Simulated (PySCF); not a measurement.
# AlH₆NSi: NMR shifts at several levels of theory, part 2 of 2

PySCF 2.14.0. Atoms count from 0. Earlier steps stand in the parts before.

**9. Shielding tensors: KT3/pcSseg-2**

The job: settings as JSON, then the geometry in Å.

```
{"job": {"kind": "nmr", "xc": "KT3", "basis": "pcSseg-2", "pop": false}, "charge": 0, "multiplicity": 1}
Al     1.806816    -0.038438    -0.006795
N      0.130983     0.024364     0.620385
Si    -1.387016     0.011741    -0.235804
H      2.982365     0.010516     1.057668
H      2.008787    -0.138394    -1.574841
H      0.036247     0.095329     1.632850
H     -2.249477    -1.150578     0.152262
H     -2.189074     1.252479     0.014198
H     -1.081247    -0.084355    -1.693922
```

Method: GIAO KT3/pcSseg-2 NMR shielding, non-relativistic, gas phase.

Standard output:

```text
coarse grid: 8032 points
cycle   1  E = -595.4534770214  dE = -1.053e-01  |g| = 6.213e-01  |ddm| = 2.201e+00
cycle   2  E = -594.9733488521  dE =  4.801e-01  |g| = 1.432e+00  |ddm| = 1.178e+00
cycle   3  E = -595.5358790066  dE = -5.625e-01  |g| = 1.458e-01  |ddm| = 9.759e-01
cycle   4  E = -595.5430399266  dE = -7.161e-03  |g| = 3.112e-02  |ddm| = 1.904e-01
cycle   5  E = -595.5433263052  dE = -2.864e-04  |g| = 1.005e-02  |ddm| = 4.032e-02
cycle   6  E = -595.5433522679  dE = -2.596e-05  |g| = 1.640e-03  |ddm| = 1.111e-02
cycle   7  E = -595.5433530779  dE = -8.099e-07  |g| = 5.703e-04  |ddm| = 2.521e-03
final grid: 67040 points
cycle   8  E = -595.5711089919  dE = -1.657e-04  |g| = 1.454e-02  |ddm| = 3.562e-02
cycle   9  E = -595.5711064617  dE =  2.530e-06  |g| = 1.025e-02  |ddm| = 8.103e-03
cycle  10  E = -595.5711111659  dE = -4.704e-06  |g| = 6.286e-03  |ddm| = 7.443e-03
cycle  11  E = -595.5711202830  dE = -9.117e-06  |g| = 3.742e-04  |ddm| = 3.448e-03
cycle  12  E = -595.5711203203  dE = -3.726e-08  |g| = 1.029e-04  |ddm| = 4.913e-04
cycle  13  E = -595.5711203235  dE = -3.174e-09  |g| = 2.270e-05  |ddm| = 1.077e-04
cycle  14  E = -595.5711203236  dE = -1.085e-10  |g| = 2.908e-06  |ddm| = 2.558e-05
converged SCF energy = -595.5711203236

GIAO shielding tensors (ppm)
atom      isotropic    diamagn.    paramagn.     s11        s22        s33       span
  0 Al     372.319     795.740    -423.421    349.233    379.448    388.276     39.043
  1 N      199.222     319.910    -120.688    123.575    227.666    246.425    122.850
  2 Si     410.845     879.101    -468.257    370.647    381.642    480.246    109.598
  3 H       26.977      28.530      -1.553     24.095     24.989     31.847      7.751
  4 H       26.989      29.109      -2.120     24.279     25.629     31.058      6.779
  5 H       29.836      32.081      -2.245     24.260     27.915     37.332     13.073
  6 H       26.516      28.461      -1.946     23.292     24.773     31.482      8.190
  7 H       26.511      28.472      -1.961     23.274     24.775     31.485      8.210
  8 H       26.639      29.413      -2.774     24.029     25.580     30.308      6.279
```

Run time: 18 s. Hardware: 1 thread of Arm Neoverse V1, shared host; peak memory 0.66 GiB.

Key values: δ Al0 127.2, N1 59.5, Si2 -52.6, H6 4.80, H3 4.37 ppm (means over like atoms).

**10. NMR shieldings: B97-D/pcSseg-2**

Same as in step 9 but for these lines:

```diff
@@ -1,2 +1,2 @@
-{"job": {"kind": "nmr", "xc": "KT3", "basis": "pcSseg-2", "pop": false}, "charge": 0, "multiplicity": 1}
+{"job": {"kind": "nmr", "xc": "B97-D", "basis": "pcSseg-2", "pop": false}, "charge": 0, "multiplicity": 1}
 Al     1.806816    -0.038438    -0.006795
```

Method: GIAO B97-D/pcSseg-2 NMR shielding, non-relativistic, gas phase.

Standard output:

```text
coarse grid: 8032 points
cycle   1  E = -590.2216625085  dE = -1.110e-01  |g| = 6.328e-01  |ddm| = 2.233e+00
cycle   2  E = -589.7330963630  dE =  4.886e-01  |g| = 1.472e+00  |ddm| = 1.146e+00
cycle   3  E = -590.3043169456  dE = -5.712e-01  |g| = 1.565e-01  |ddm| = 9.549e-01
cycle   4  E = -590.3126024171  dE = -8.285e-03  |g| = 3.476e-02  |ddm| = 1.990e-01
cycle   5  E = -590.3129284370  dE = -3.260e-04  |g| = 9.049e-03  |ddm| = 3.934e-02
cycle   6  E = -590.3129492585  dE = -2.082e-05  |g| = 2.005e-03  |ddm| = 1.051e-02
cycle   7  E = -590.3129503397  dE = -1.081e-06  |g| = 5.959e-04  |ddm| = 2.496e-03
final grid: 67040 points
cycle   8  E = -590.3181042580  dE = -4.859e-05  |g| = 1.206e-02  |ddm| = 2.982e-02
cycle   9  E = -590.3180424130  dE =  6.185e-05  |g| = 1.932e-02  |ddm| = 1.421e-02
cycle  10  E = -590.3181162208  dE = -7.381e-05  |g| = 5.284e-03  |ddm| = 1.221e-02
cycle  11  E = -590.3181220274  dE = -5.807e-06  |g| = 2.693e-04  |ddm| = 2.731e-03
cycle  12  E = -590.3181220399  dE = -1.247e-08  |g| = 6.150e-05  |ddm| = 2.908e-04
cycle  13  E = -590.3181220408  dE = -9.150e-10  |g| = 1.538e-05  |ddm| = 6.991e-05
converged SCF energy = -590.3181220408

GIAO shielding tensors (ppm)
atom      isotropic    diamagn.    paramagn.     s11        s22        s33       span
  0 Al     360.187     794.281    -434.094    336.930    370.143    373.488     36.558
  1 N      195.293     320.352    -125.059    115.510    224.279    246.090    130.580
  2 Si     392.791     877.750    -484.959    352.310    363.339    462.723    110.413
  3 H       26.930      28.585      -1.654     24.076     24.948     31.768      7.692
  4 H       26.926      29.032      -2.106     24.238     25.567     30.972      6.734
  5 H       29.779      32.087      -2.308     24.367     27.938     37.032     12.665
  6 H       26.483      28.441      -1.957     23.285     24.755     31.410      8.126
  7 H       26.479      28.451      -1.971     23.267     24.757     31.413      8.146
  8 H       26.599      29.264      -2.664     23.985     25.563     30.250      6.265
```

Wall time 17 s (1 thread of Arm Neoverse V1, shared host); peak memory 0.8 GiB.

Key values: δ Al0 133.0, N1 62.6, Si2 -56.2, H6 4.88, H3 4.47 ppm (means over like atoms).

**11. Nuclear shieldings: B3LYP/pcSseg-2**

Same as in step 10 but for these lines:

```diff
@@ -1,2 +1,2 @@
-{"job": {"kind": "nmr", "xc": "B97-D", "basis": "pcSseg-2", "pop": false}, "charge": 0, "multiplicity": 1}
+{"job": {"kind": "nmr", "xc": "B3LYP", "basis": "pcSseg-2", "pop": false}, "charge": 0, "multiplicity": 1}
 Al     1.806816    -0.038438    -0.006795
```

Level: GIAO B3LYP/pcSseg-2 NMR shielding, non-relativistic, gas phase.

Standard output:

```text
coarse grid: 8032 points
cycle   1  E = -590.3513254051  dE = -1.474e-01  |g| = 5.728e-01  |ddm| = 2.182e+00
cycle   2  E = -590.1717817325  dE =  1.795e-01  |g| = 1.025e+00  |ddm| = 8.123e-01
cycle   3  E = -590.4181205292  dE = -2.463e-01  |g| = 9.157e-02  |ddm| = 5.862e-01
cycle   4  E = -590.4203429958  dE = -2.222e-03  |g| = 1.601e-02  |ddm| = 8.327e-02
cycle   5  E = -590.4203839107  dE = -4.091e-05  |g| = 2.955e-03  |ddm| = 1.252e-02
cycle   6  E = -590.4203863153  dE = -2.405e-06  |g| = 7.529e-04  |ddm| = 3.656e-03
final grid: 67040 points
cycle   7  E = -590.4297133804  dE = -1.428e-05  |g| = 3.312e-03  |ddm| = 1.240e-02
cycle   8  E = -590.4297084713  dE =  4.909e-06  |g| = 5.758e-03  |ddm| = 4.405e-03
cycle   9  E = -590.4297155405  dE = -7.069e-06  |g| = 3.453e-04  |ddm| = 2.883e-03
cycle  10  E = -590.4297155619  dE = -2.137e-08  |g| = 6.279e-05  |ddm| = 2.492e-04
cycle  11  E = -590.4297155625  dE = -6.216e-10  |g| = 1.558e-05  |ddm| = 5.691e-05
converged SCF energy = -590.4297155625

GIAO shielding tensors (ppm)
atom      isotropic    diamagn.    paramagn.     s11        s22        s33       span
  0 Al     340.547     793.305    -452.758    313.440    353.025    355.174     41.734
  1 N      195.610     320.429    -124.819    115.871    225.348    245.612    129.741
  2 Si     382.305     876.364    -494.059    340.707    353.562    452.648    111.941
  3 H       26.902      28.412      -1.510     24.003     24.929     31.773      7.769
  4 H       26.878      28.794      -1.917     24.139     25.509     30.985      6.847
  5 H       29.895      32.181      -2.286     24.324     28.019     37.340     13.016
  6 H       26.557      28.295      -1.738     23.347     24.811     31.512      8.165
  7 H       26.553      28.303      -1.750     23.331     24.814     31.515      8.184
  8 H       26.633      29.044      -2.411     23.973     25.566     30.362      6.389
```

It took 11 s on 1 thread of Arm Neoverse V1, shared host; peak memory 0.91 GiB.

This run: δ Al0 137.7, N1 62.9, Si2 -57.7, H6 4.81, H3 4.50 ppm (means over like atoms).

**12. Run by run: NMR shifts**

Shifts (ppm), means over like atoms, with basis size and wall time:

```tsv
run	H6	H3	H5	Al0	N1	Si2	functions	time
HF/pcSseg-2	4.40	4.28	0.93	112.9	36.2	-52.8	206	6.6 s
LDA/pcSseg-2	5.29	5.01	2.08	168.6	80.3	-55.1	206	15 s
PBE/pcSseg-2	5.06	4.72	1.78	147.5	70.0	-55.1	206	17 s
BLYP/pcSseg-2	4.95	4.60	1.74	144.9	72.7	-60.4	206	17 s
BP86/pcSseg-2	5.04	4.71	1.78	144.7	68.4	-55.1	206	17 s
OPBE/pcSseg-2	4.95	4.51	1.46	128.3	54.9	-49.0	206	18 s
KT2/pcSseg-2	5.02	4.69	1.83	141.8	68.1	-52.0	206	18 s
KT3/pcSseg-2	4.80	4.37	1.52	127.2	59.5	-52.6	206	18 s
B97-D/pcSseg-2	4.88	4.47	1.62	133.0	62.6	-56.2	206	17 s
B3LYP/pcSseg-2	4.81	4.50	1.49	137.7	62.9	-57.7	206	11 s
```

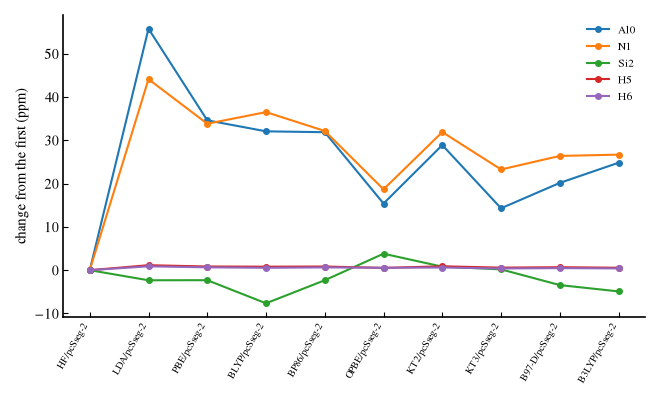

How five of the tabulated atoms move from run to run.

**13. Results**

What follows sums up all 2 parts.

| quantity | value |
| --- | --- |
| 1H shifts against TMS (HF/pcSseg-2, means over atoms taken as alike) | 4.40, 4.28, 0.93 ppm |
| 27Al shifts against AlH4- (HF/pcSseg-2) | 112.9 ppm |
| 15N shifts against NH3 (HF/pcSseg-2) | 36.2 ppm |
| 29Si shifts against TMS (HF/pcSseg-2) | -52.8 ppm |
| range of the shift of Al0 | 112.9 to 168.6 ppm |

In words: Single values in the summary come from the first run of each kind that ended normally (HF/pcSseg-2), which need not be the best level. At HF/pcSseg-2: The largest span, 98 ppm, is at N1, where the paramagnetic term is -100 ppm. Across the 10 runs the shift of Al0 moves most, between 112.9 (HF/pcSseg-2) and 168.6 ppm (LDA/pcSseg-2).
